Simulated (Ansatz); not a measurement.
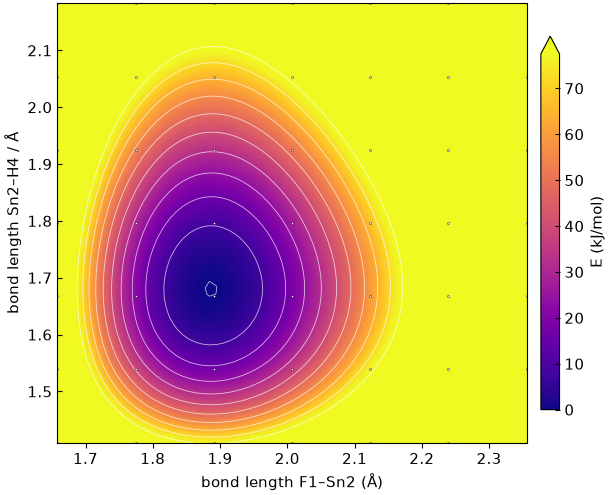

ClFHSn, SMILES [F][SnH+][Cl], charge +1. 
- The first coordinate is: bond length F1–Sn2; the second: bond length Sn2–H4.
- Nothing is relaxed (all other coordinates rigid).
- Grid: 7 × 7 points.
- Energies are in kJ/mol, from the lowest grid point.
- These are results of RKS wB97M-V/def2-SVP in Ansatz 0.2.0, not measurements.

In the figure: a smooth colour map with a few white contour lines, dots at the grid points, one colour for all values above the top of the scale. Between grid points the surface is interpolated.

Estimate the position of the minimum and the force constants in these coordinates.

Answer. The interpolated minimum is at bond length F1–Sn2 ≈ 1.883 Å, bond length Sn2–H4 ≈ 1.679 Å. The curvatures there are about 31 eV/Å² and 15 eV/Å², with a cross term of about 0 eV/Å². Round the minimum the two coordinates are nearly uncoupled. (1 eV is 96.5 kJ/mol.)
